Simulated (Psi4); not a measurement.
**InCl: geometry relaxation (part 3 of 3)**

The same run, continued: InCl, SMILES [Cl][In]; B3LYP/def2-TZVP, RKS, dispersion D3(BJ), core potentials def2 (Psi4 1.11). The geometry comes from this level: PBE0-D4/def2-TZVP.

Geometry of the input (Å):
```
Cl 0.0000  -0.0000  -0.0139
In -0.0000  0.0000  2.3996
```

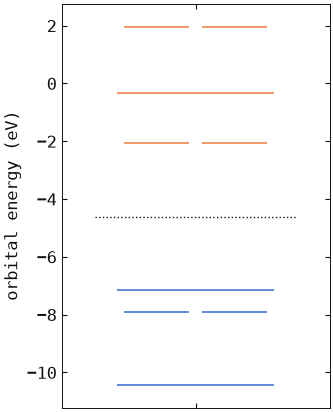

**Figure 1.** Orbital energies near the frontier; the dotted line parts filled from empty levels, and levels within 0.02 eV of each other stand side by side. Highest filled −7.15 eV, lowest empty −2.08 eV, 5.07 eV apart.

## Results in brief

```json
{"quantity": "outcome", "value": "converged"}
{"quantity": "total energy", "value": "−650.521768 hartree"}
{"quantity": "dispersion energy", "value": "−0.003081 hartree"}
{"quantity": "basis functions", "value": "87"}
{"quantity": "HOMO", "value": "−7.15 eV"}
{"quantity": "LUMO", "value": "−2.08 eV"}
{"quantity": "dipole moment", "value": "3.68 D"}
{"quantity": "wall time", "value": "17 s"}
{"quantity": "peak memory", "value": "0.38 GiB"}
```
